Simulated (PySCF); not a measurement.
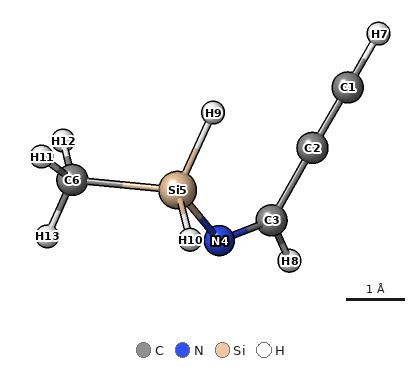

The structure as given in the input (ball-and-stick view, seen at a tilt; atoms are numbered from 1 in the order of the input). Bond lengths as drawn: C–C 1.21 to 1.44 Å, C–H 1.08 to 1.11 Å, C–N 1.27 Å, C–Si 1.87 Å, H–Si 1.49 to 1.50 Å and N–Si 1.76 Å.

**What a change does: excited-state calculation on C$_{4}$H$_{7}$NSi**

System: C$_{4}$H$_{7}$NSi.
Method of the first run: TDDFT PBE0/def2-SVPD, vertical, gas phase, core orbitals frozen in the response (PySCF 2.14.0).

The geometry comes from this level: PBE0-D3(BJ)/def2-SVP. Text and figures count atoms from 1; the logs count them from 0 in places.

Input, the first run:
```
{"job": {"kind": "uv", "xc": "PBE0", "basis": "def2-SVPD", "ip": true}, "charge": 0, "multiplicity": 1}
C      2.524979     1.420634     0.412887
C      1.899922     0.425976     0.108626
C      1.184430    -0.765249    -0.276516
N      0.015397    -1.099167     0.082386
Si    -1.136663    -0.267472     1.119413
C     -2.656905     0.083960     0.086789
H      3.066632     2.306111     0.692621
H      1.751154    -1.428221    -0.959232
H     -0.612113     0.999824     1.726159
H     -1.452823    -1.226636     2.219274
H     -3.473337     0.466419     0.718866
H     -2.438706     0.836994    -0.685719
H     -3.001093    -0.834293    -0.411899
```

The first line tells a small driver script what to run in PySCF; the rest is the geometry in Å.

Command:
```bash
OMP_NUM_THREADS=1 python <driver script> task.json out
```

Hardware: 1 CPU thread, shared host.

Output (the first run):
```
coarse grid: 11376 points
cycle   1  E = -500.0659237656  dE =  4.810e-01  |g| = 4.936e-01  |ddm| = 6.890e+00
cycle   2  E = -499.9841660642  dE =  8.176e-02  |g| = 7.718e-01  |ddm| = 2.696e+00
cycle   3  E = -500.1208129573  dE = -1.366e-01  |g| = 1.596e-01  |ddm| = 1.536e+00
cycle   4  E = -500.1269970472  dE = -6.184e-03  |g| = 3.645e-02  |ddm| = 2.724e-01
cycle   5  E = -500.1273082830  dE = -3.112e-04  |g| = 1.306e-02  |ddm| = 7.685e-02
cycle   6  E = -500.1273447165  dE = -3.643e-05  |g| = 6.635e-03  |ddm| = 2.633e-02
cycle   7  E = -500.1273553407  dE = -1.062e-05  |g| = 1.584e-03  |ddm| = 8.957e-03
cycle   8  E = -500.1273560219  dE = -6.812e-07  |g| = 2.409e-04  |ddm| = 2.975e-03
final grid: 105360 points
cycle   9  E = -500.1919714676  dE = -1.849e-05  |g| = 5.779e-03  |ddm| = 7.782e-02
cycle  10  E = -500.1919675066  dE =  3.961e-06  |g| = 7.133e-03  |ddm| = 2.286e-02
cycle  11  E = -500.1919796918  dE = -1.219e-05  |g| = 1.726e-03  |ddm| = 1.329e-02
cycle  12  E = -500.1919804470  dE = -7.552e-07  |g| = 2.344e-04  |ddm| = 2.794e-03
cycle  13  E = -500.1919804587  dE = -1.167e-08  |g| = 1.009e-04  |ddm| = 4.767e-04
cycle  14  E = -500.1919804605  dE = -1.854e-09  |g| = 5.686e-05  |ddm| = 2.073e-04
cycle  15  E = -500.1919804613  dE = -8.220e-10  |g| = 1.118e-05  |ddm| = 7.674e-05
converged SCF energy = -500.1919804613

Static polarisability (au): isotropic 83.888, principal 63.581 75.974 112.108

Singlet excitations
state   eV       nm        f      main configurations
  1   3.6224    342.3   0.00109   H->L 0.98
  2   4.9326    251.4   0.00001   H-2->L 0.97
  3   5.4922    225.7   0.23470   H-1->L 0.86
  4   6.2510    198.3   0.00794   H-3->L 0.70, H-4->L 0.27
  5   6.3634    194.8   0.02300   H->L+1 0.86
  6   6.4673    191.7   0.04160   H-4->L 0.60, H-3->L 0.23, H->L+1 0.09
  7   6.6226    187.2   0.00007   H-1->L+1 0.86
  8   7.0053    177.0   0.03142   H->L+2 0.94
  9   7.1965    172.3   0.00916   H->L+3 0.90
 10   7.5800    163.6   0.08968   H->L+4 0.91

Triplet excitations (Tamm-Dancoff, eV): 3.0163 3.6456 4.5836 5.3716
Vertical ionisation energy (delta-SCF) = 9.1127 eV
Vertical electron affinity (delta-SCF) = 0.0067 eV
```

The input of the second run differs as follows (lines with − go, lines with + come):
```diff
-"basis": "def2-SVPD"
-"ip": true
+"basis": "6-31G*"
```

Predict how the results change.

The total energy of the second run is 130.7 kcal/mol lower, which measures the change of basis and not a stability. The HOMO goes from −7.30 to −7.05 eV. The LUMO goes from −1.81 to −1.43 eV. The dipole moment goes from 1.59 to 1.68 D. The lowest excitation goes from 3.62 to 3.71 eV. The strongest computed line goes from 5.49 to 8.06 eV. Diffuse functions give room to the loosely bound empty orbitals, which lowers the LUMO. The SCF takes 14 iterations against 15. The basis functions go from 180 to 102.

Output (the second run):
```
coarse grid: 11376 points
cycle   1  E = -500.3924885609  dE =  5.365e-01  |g| = 5.130e-01  |ddm| = 3.535e+00
cycle   2  E = -500.3180473646  dE =  7.444e-02  |g| = 7.640e-01  |ddm| = 1.306e+00
cycle   3  E = -500.4515696114  dE = -1.335e-01  |g| = 1.678e-01  |ddm| = 8.327e-01
cycle   4  E = -500.4585056920  dE = -6.936e-03  |g| = 3.450e-02  |ddm| = 1.781e-01
cycle   5  E = -500.4587850352  dE = -2.793e-04  |g| = 1.162e-02  |ddm| = 4.044e-02
cycle   6  E = -500.4588148185  dE = -2.978e-05  |g| = 5.597e-03  |ddm| = 1.451e-02
cycle   7  E = -500.4588221217  dE = -7.303e-06  |g| = 1.707e-03  |ddm| = 5.575e-03
final grid: 105360 points
cycle   8  E = -500.4002564956  dE = -1.450e-05  |g| = 7.360e-03  |ddm| = 1.968e-02
cycle   9  E = -500.4002325998  dE =  2.390e-05  |g| = 1.204e-02  |ddm| = 1.668e-02
cycle  10  E = -500.4002691110  dE = -3.651e-05  |g| = 2.939e-03  |ddm| = 1.135e-02
cycle  11  E = -500.4002713987  dE = -2.288e-06  |g| = 2.313e-04  |ddm| = 2.419e-03
cycle  12  E = -500.4002714105  dE = -1.184e-08  |g| = 1.271e-04  |ddm| = 3.458e-04
cycle  13  E = -500.4002714137  dE = -3.167e-09  |g| = 5.757e-05  |ddm| = 1.451e-04
cycle  14  E = -500.4002714145  dE = -7.796e-10  |g| = 9.835e-06  |ddm| = 6.049e-05
converged SCF energy = -500.4002714145

Static polarisability (au): isotropic 67.940, principal 45.178 61.032 97.609

Singlet excitations
state   eV       nm        f      main configurations
  1   3.7104    334.2   0.00110   H->L 0.99
  2   4.9642    249.8   0.00004   H-2->L 0.98
  3   5.5882    221.9   0.22154   H-1->L 0.84, H-2->L+1 0.09
  4   6.4978    190.8   0.02182   H-3->L 0.71, H-4->L 0.26
  5   6.6459    186.6   0.02504   H->L+1 0.68, H-4->L 0.22
  6   6.7158    184.6   0.04297   H-4->L 0.48, H->L+1 0.25, H-3->L 0.20
  7   6.7787    182.9   0.00026   H-1->L+1 0.88
  8   7.4853    165.6   0.07609   H->L+2 0.96
  9   7.8907    157.1   0.02894   H->L+3 0.89
 10   8.0576    153.9   0.26285   H-1->L+2 0.45, H-2->L+1 0.27

Triplet excitations (Tamm-Dancoff, eV): 3.0804 3.6456 4.6038 5.4126
```

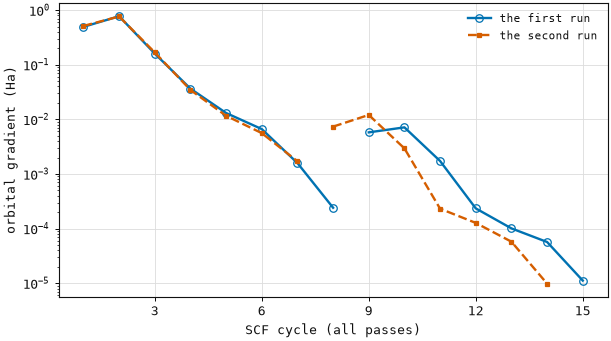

Convergence of the two runs: orbital gradient against the SCF cycle. A break in a curve parts two SCF passes (coarse and final grid). The first run takes 15 cycles in all, and the second run takes 14.

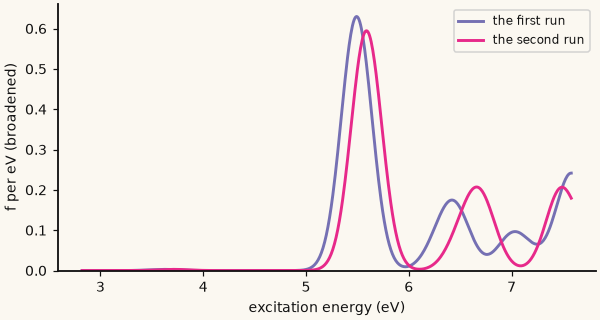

Absorption of the two runs from their computed states, each broadened by a Gaussian of 0.35 eV full width; the range ends where the shorter list of states ends.

The two runs side by side:

| quantity | the first run | the second run |
| --- | --- | --- |
| outcome | converged | converged |
| total energy (hartree) | −500.191980 | −500.400271 |
| HOMO (eV) | −7.30 | −7.05 |
| LUMO (eV) | −1.81 | −1.43 |
| dipole moment (D) | 1.59 | 1.68 |
| lowest excitation (eV) | 3.62 | 3.71 |
| SCF iterations | 15 | 14 |
| strongest computed line (eV) | 5.49 | 8.06 |
| basis functions | 180 | 102 |
| wall time (shared host) | 69 s | 7.8 s |
